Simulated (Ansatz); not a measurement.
**FGeH₃O₃···NH₃: density, localisation and related maps**

```csv
atom,x (Å),y (Å),z (Å)
Ge,-0.0548,-0.1312,0.0088
F,-0.1791,-0.2038,1.7120
O,1.6209,-0.2262,-0.4816
H,1.8143,-1.1025,-0.8375
O,-0.8023,1.3326,-0.5885
H,-1.6652,1.1355,-0.9731
O,-0.9273,-1.5319,-0.5981
H,-1.3218,-2.0777,0.0930
N,1.4006,2.2720,1.3410
H,2.1045,1.7470,0.8275
H,0.7292,2.6360,0.6691
H,0.9014,1.6090,1.9600
```

Not at a stationary point (largest force 0.8 eV/Å).

Computed with RKS PBE0-D4/def2-SVP in Ansatz 0.2.0.

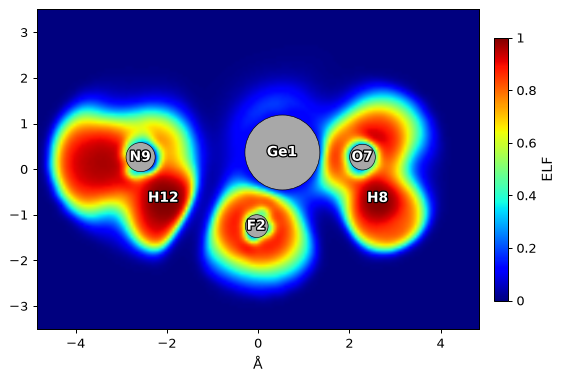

Figure 1. ELF on the plane of atoms F2, Ge1 and O7. Grey discs cover the atomic cores.

> What do the fields say about this system?

- The section cuts through Ge, F, O, H and N sites.
- Ge1···N9 (3.11 Å): the ELF dips to about 0.05 between them.
- Ge–F (1.71 Å): the ELF peaks at about 0.80 in the valence shell of F, 0.6 Å from its nucleus, and is about 0.25 at the midpoint.
- Ge–O (1.76 Å): the ELF peaks at about 0.85 in the valence shell of O, 0.6 Å from its nucleus, and is about 0.35 at the midpoint.
- O–H (0.97 Å): the ELF climbs to about 1 towards the hydrogen, as it does in any bond to H: a covalent bond by its length.
- N–H (1.04 Å): the ELF climbs to about 1 towards the hydrogen; an ordinary covalent bond to hydrogen.
- The ELF also peaks beside F2, N9 and O7, away from the bonds: lone-pair regions.

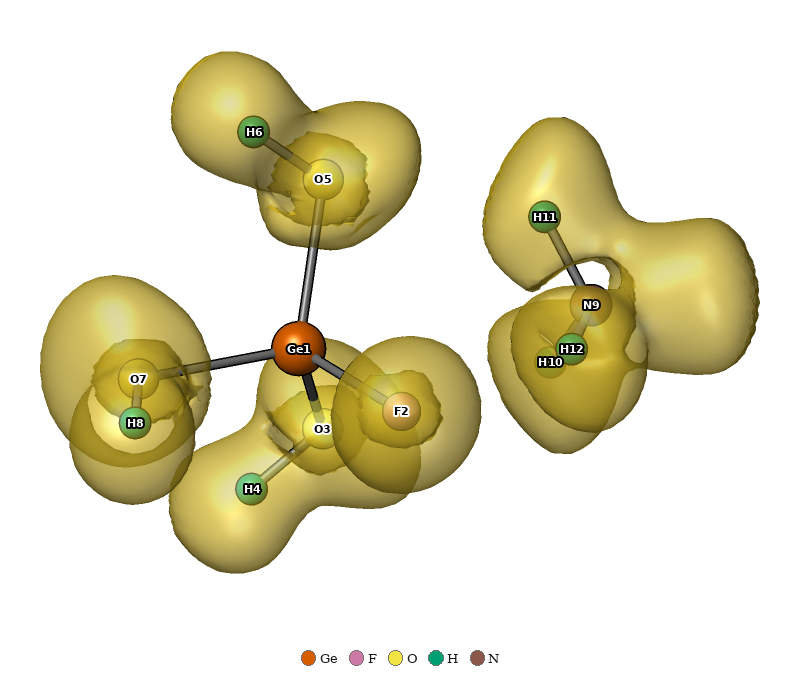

Figure 2. Isosurface of the electron localisation function at 0.75 (yellow), seen at a tilt. Only the valence region is drawn (cores and ρ < 0.01 e/Å³ removed).

> Identify the bonds, lone pairs and shells in this picture.

The ELF exceeds this value in one region wrapped around F (its valence shell), one joined region spread over several atoms (H, N), in which their bonds and any lone pairs are merged and three joined regions spread over several atoms (H, O), in which their bonds and any lone pairs are merged.

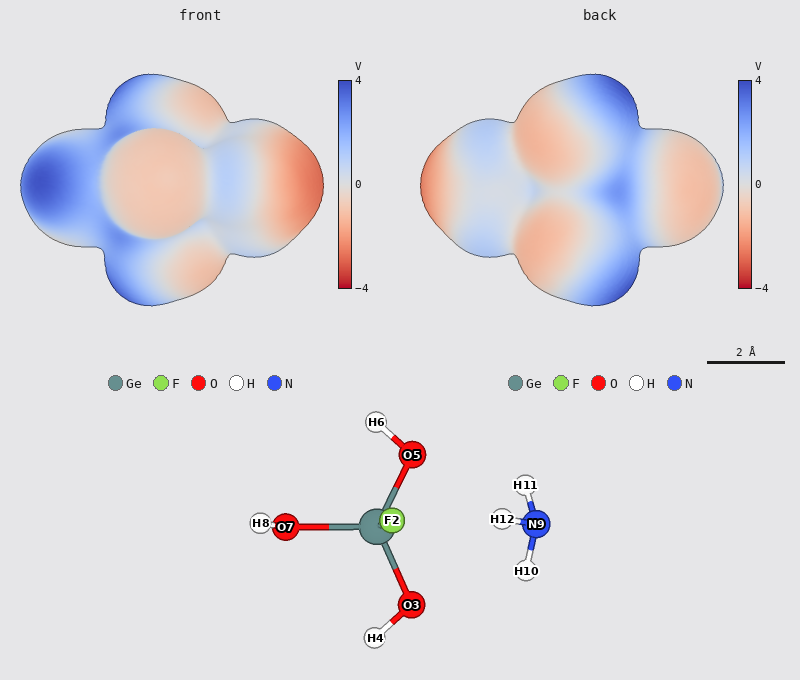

Figure 3. The electrostatic potential painted on the density surface at 0.004 e/bohr³, seen from the front and from behind; the colour scale runs from red (negative) to blue (positive). The bare structure is drawn below in the same view.

> Which sites attract a positive test charge, and which a negative one?

A positive charge is drawn to the negative regions and a negative charge to the positive ones. The most negative region (about −2.7 V) lies over N9, the most positive (about +3.7 V) over H4, H6 and H8. N9 is the likeliest acceptor of a hydrogen bond.

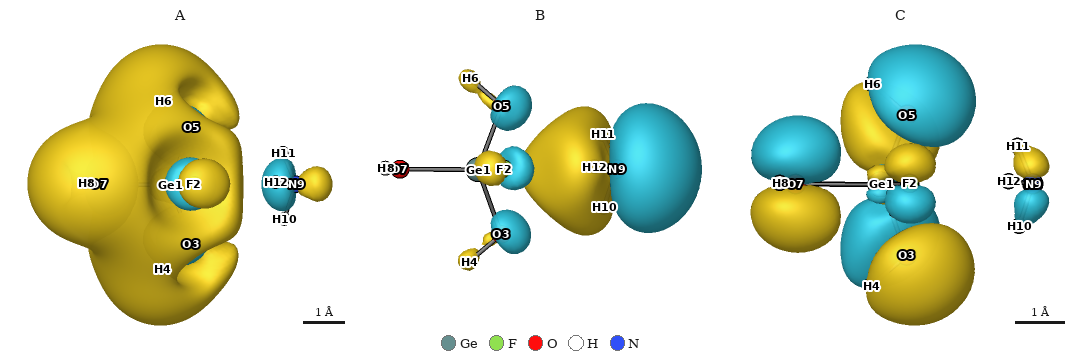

Figure 4. Three frontier orbitals at ±0.06 Å⁻³ᐟ² (yellow and cyan are the two phases), in no order.

> Order the three orbitals by energy and name them.

C is the HOMO−1 (−9.46 eV). By Hirshfeld shares it lies mainly on O3 (about 35 %), O5 (about 35 %), O7 (about 15 %) and Ge1 (about 5 %); largely a combination of lone pairs on O3, O5 and O7. B is the HOMO (−6.88 eV). Its weight (Hirshfeld) is mainly on N9 (about 80 %); largely a lone pair of N9. A is the LUMO (−0.30 eV). It lies mainly on Ge1 (about 30 %), O5 (about 10 %), O3 (about 10 %), O7 (about 10 %), H8 (about 10 %) and H6 (about 5 %).

> What is the HOMO–LUMO gap?

6.58 eV between the orbital energies.
